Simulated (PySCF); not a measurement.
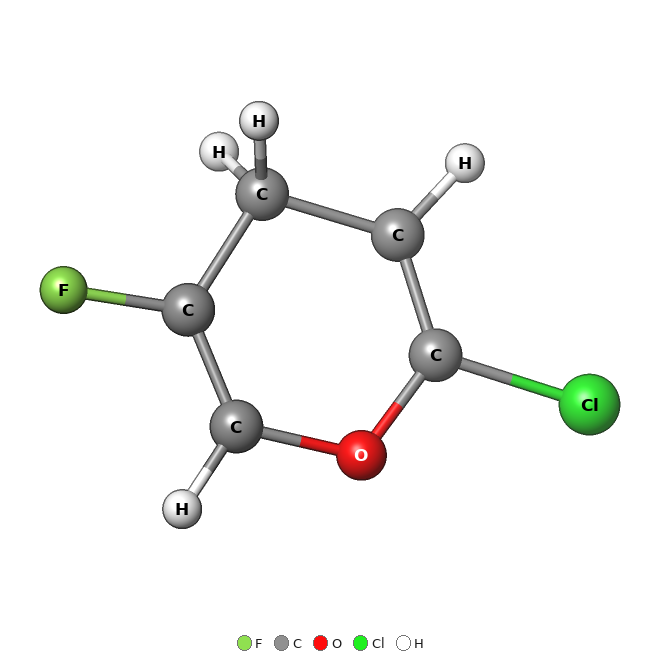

Rendered structure (ball-and-stick style). Every bond is drawn as one stick, whatever its order.

The geometry was computed by an optimisation with GFN2-xTB. No frequency run is at hand to confirm it as a minimum.

Identify the structure.

It has 12 atoms: 5 carbon, 4 hydrogen, 1 chlorine, 1 fluorine and 1 oxygen (C5H4ClFO). SMILES: `FC1=COC(Cl)=CC1`. Independent rings (smallest set): 1 of 6 members. Among its groups: ether, alkene, C–F bond, C–Cl bond. The point group is Cs. Coordination: 4 C trigonal planar; 1 O bent; 1 C tetrahedral.

The parts below concern this one geometry. Atoms keep their numbers from picture to picture.

### Shape

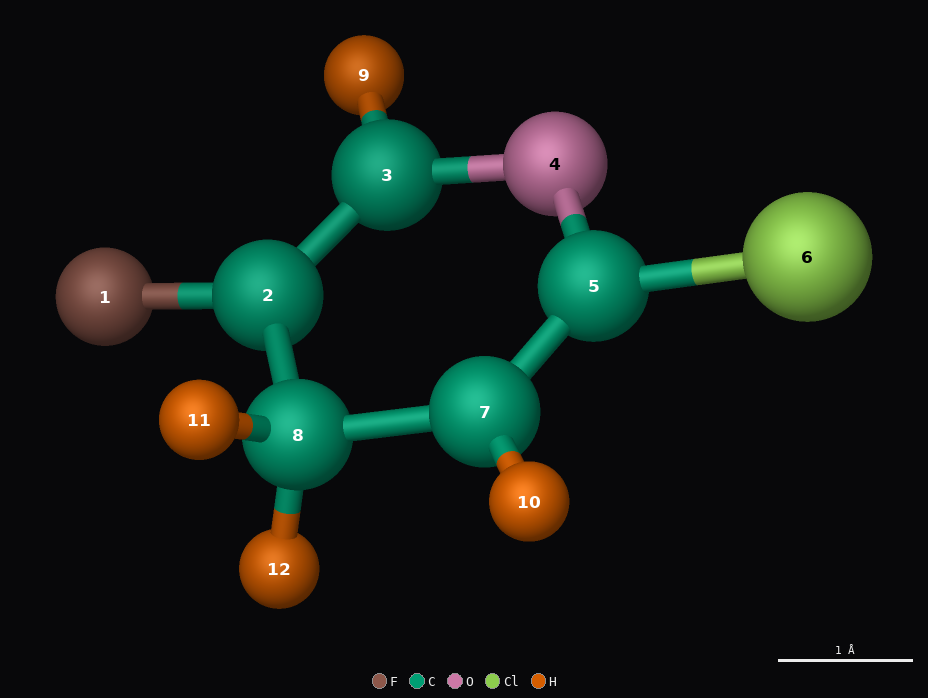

No frequency run is at hand to confirm it as a minimum.

Give the bond lengths.

```
  bond  length (Å)   order
 F1–C2       1.350  single
 C2–C3       1.325  double
 C2–C8       1.497  single
 C3–O4       1.368  single
 C3–H9       1.077  single
 O4–C5       1.360  single
C5–Cl6       1.717  single
 C5–C7       1.326  double
 C7–C8       1.506  single
C7–H10       1.076  single
C8–H11       1.097  single
C8–H12       1.097  single
```

### NMR shielding

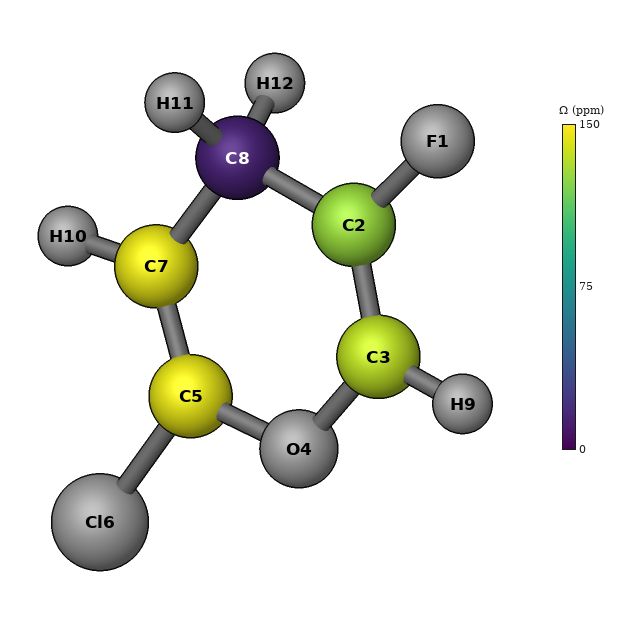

The C atoms are coloured by the span of their shielding tensor. No frequency run is at hand to confirm it as a minimum. Properties computed with GIAO PBE0/pcSseg-1 NMR shielding, non-relativistic, gas phase (PySCF 2.14.0). Principal shieldings σ11 ≤ σ22 ≤ σ33, span Ω = σ33 − σ11, skew κ = 3(σiso − σ22)/Ω.

Give the shielding tensors of the C atoms.

| atom | σ11 | σ22 | σ33 | σiso | Ω | κ |
| --- | --- | --- | --- | --- | --- | --- |
| C2 | −49.9 | 62.1 | 76.9 | 29.7 | 126.8 | −0.77 |
| C3 | −28.3 | 76.2 | 106.6 | 51.5 | 134.9 | −0.55 |
| C5 | −57.0 | 72.2 | 87.3 | 34.2 | 144.4 | −0.79 |
| C7 | 1.7 | 107.4 | 146.2 | 85.1 | 144.6 | −0.46 |
| C8 | 148.3 | 159.0 | 163.3 | 156.8 | 15.0 | −0.43 |

Shieldings and span in ppm.

### Ring current

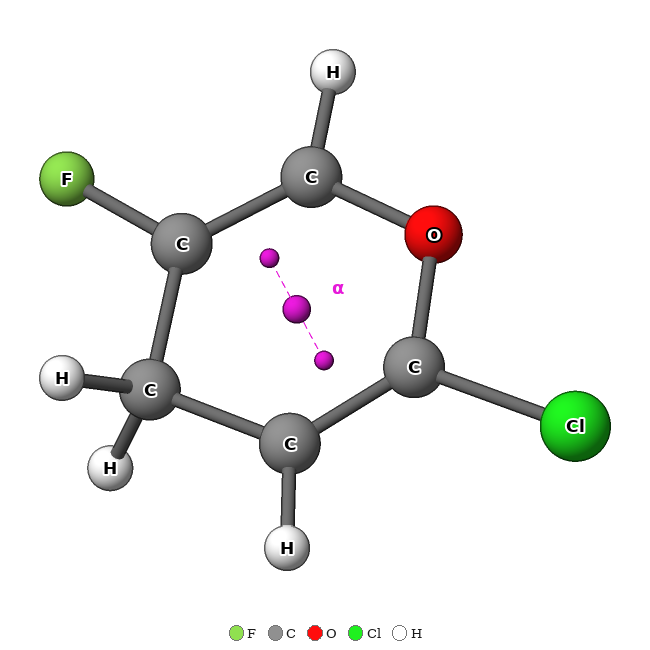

The small points mark where nucleus-independent chemical shifts (NICS) were computed: at the centre of each lettered ring and 1 Å above and below it. No frequency run is at hand to confirm it as a minimum. Method: GIAO PBE0/pcSseg-1 NMR shielding, non-relativistic, gas phase (PySCF 2.14.0).

Give NICS(0), NICS(1) and the out-of-plane component NICS(1)zz for each ring (means of the two sides).

```csv
ring,members,NICS(0),NICS(1),NICS(1)zz
α,C5O,−0.2,−0.4,5.4
```

Values in ppm.

Question: What do the values say about the ring currents?

Answer: Ring α: weak, as in a non-aromatic ring. NICS is one index among several.

### Electronic properties

No frequency run is at hand to confirm it as a minimum. Method: PBE0/def2-SVPD, gas phase (PySCF 2.14.0). Excitations: vertical, linear response.

Question: What is the HOMO–LUMO gap?

Answer: 6.26 eV.

Question: What is the dipole moment?

Answer: 1.25 D.

Question: Estimate the lowest vertical singlet excitation.

Answer: 5.12 eV.

Question: Estimate the mean static polarisability.

Answer: 73.5 bohr³.
